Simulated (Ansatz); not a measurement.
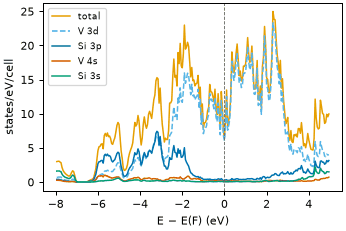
*Total and projected density of states of V5Si3 in space group P6_3/mcm (No. 193; V on 6g, V on 4d, Si on 6g), DFT-r²SCAN in the program Ansatz with PAW potentials*

Q: Which orbitals carry the states next to the Fermi level?

A: Within 0.5 eV of the Fermi level: V 3d 91 %. Projections are on Löwdin-orthogonalised atomic valence shells; empty p or d shells of many metals are not among them.

Q: Where is the tallest occupied peak in this window, and what makes it?

A: Near -1.9 eV, about 23 states/eV per cell; the largest projected share is V 3d.

The workflow started from a Materials Project entry (that database holds measured and hypothetical structures alike); the Crystallography Open Database files this formula in space group No. 193, but the cells were not matched. Its standing as an ambient phase is unchecked. The r²SCAN relaxation kept the symmetry of its start, as lowered by the spin order; whether a distortion lowers the energy is not shown. Magnetic state: ferrimagnetic, chosen from 3 collinear starts compared on coarse meshes (ties went to the first, and starts can fall back to one state), not a proven ground state. Other orbital occupations within this spin state were not tried.

Potentials: the later of the program's two PAW sets.
